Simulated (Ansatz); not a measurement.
**AlF3···H2: density, localisation and related maps**

Input file:

```
crystal:
  periodic: [false, false, false]
  atoms:
    - {symbol: Al, position_ang: [-0.481475, -0.383261, 0.203818]}
    - {symbol: F, position_ang: [-1.558573, 0.840883, 0.068675]}
    - {symbol: F, position_ang: [-0.321552, -1.462184, -1.013735]}
    - {symbol: F, position_ang: [0.204341, -0.705069, 1.652333]}
    - {symbol: H, position_ang: [0.831634, 1.140403, -0.487828]}
    - {symbol: H, position_ang: [1.325525, 0.569127, -0.423262]}
basis:
  gaussian: {orbitals: def2-TZVPP}
hamiltonian: {xc: pbe0, dispersion: d4}
output: {orbitals: {seedname: orbitals}}
```

Run with:

```sh
ansatz run in.yaml --threads 2 --pin off --events-out ev --progress --plain --max-ram 4352MiB
```

The reactant side of a reaction path; geometry: PBE0-D4/def2-TZVP.

Level of theory: RKS PBE0-D4/def2-TZVPP (Ansatz).

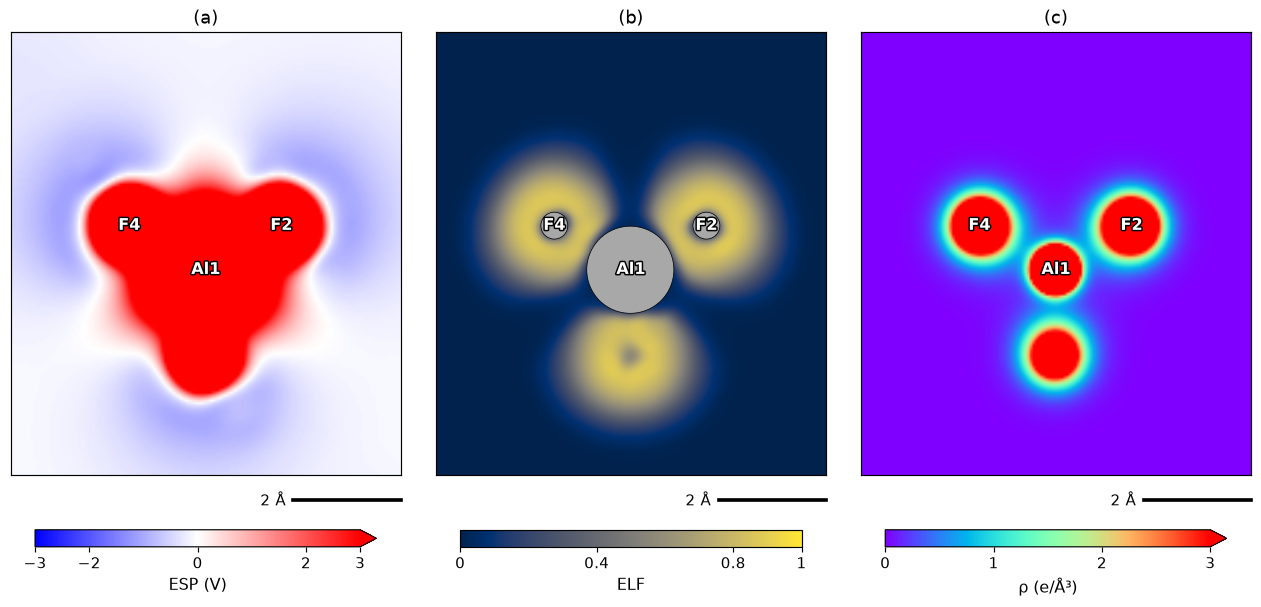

Figure 1. (a) electrostatic potential; (b) electron localisation function; (c) electron density on the plane of atoms F2, Al1 and F4. Grey discs cover the atomic cores in the ELF map.

Question: What does the map show?

Answer:
- Atoms in the plane: Al and F.
- Al–F (1.64 Å): ρ at the midpoint is about 0.95 e/Å³; the ELF peaks at about 0.85 in the valence shell of F, 0.6 Å from its nucleus, and is about 0.35 at the midpoint.
- The ELF also peaks beside F3, F2 and F4, away from the bonds: lone-pair regions.
- Outside the dense part of the complex the potential is most negative (−1.2 V) near F4.

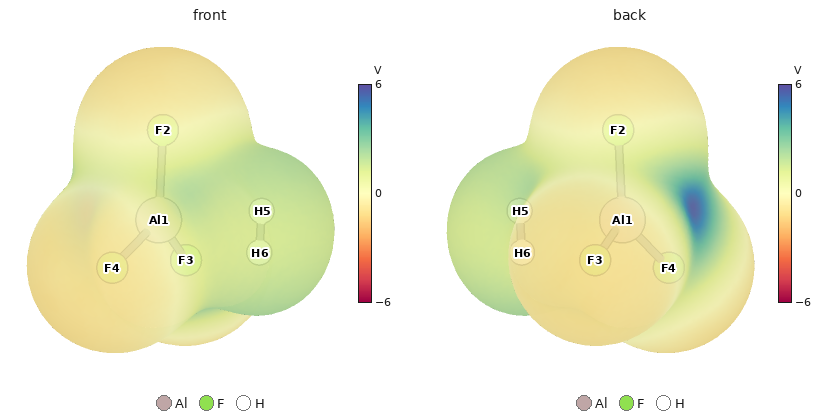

Figure 2. The electrostatic potential painted on the density surface at 0.002 e/bohr³, seen from the front and from behind; the colour scale runs from red (negative) to blue (positive).

Question: Where is the surface potential most negative and most positive?

Answer: The most negative region (about −1.0 V) lies over F2, F3 and F4, the most positive (about +5.1 V) over Al1.

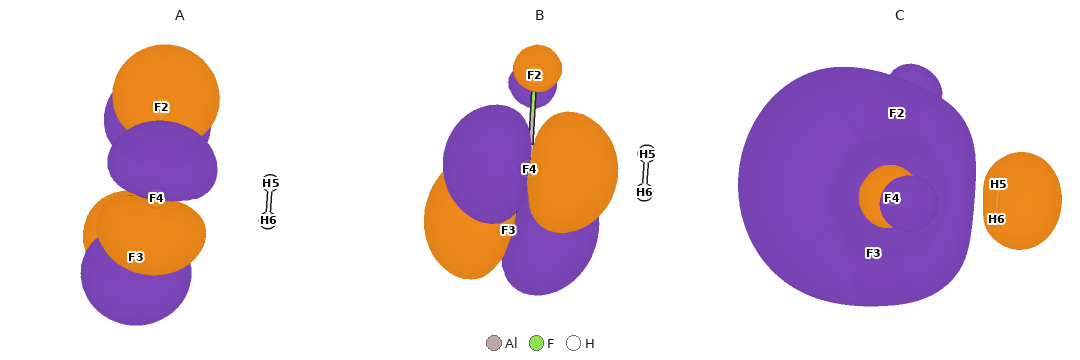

Figure 3. Three frontier orbitals at ±0.06 Å⁻³ᐟ² (orange and purple are the two phases), in no order.

Question: Order the three orbitals by energy and name them.

Answer: B is the HOMO−1 (−11.90 eV). Its weight (Hirshfeld) is mainly on F4 (about 45 %) and F3 (about 45 %); largely a combination of lone pairs on F4 and F3. A is the HOMO (−11.42 eV). By Hirshfeld shares it lies mainly on F4 (about 35 %), F3 (about 35 %) and F2 (about 30 %); largely a combination of lone pairs on F4, F3 and F2. C is the LUMO (−0.52 eV). Its weight (Hirshfeld) is mainly on Al1 (about 65 %), F3 (about 10 %), F4 (about 10 %) and F2 (about 10 %).

Question: What is the HOMO–LUMO gap?

Answer: 10.90 eV between the orbital energies.
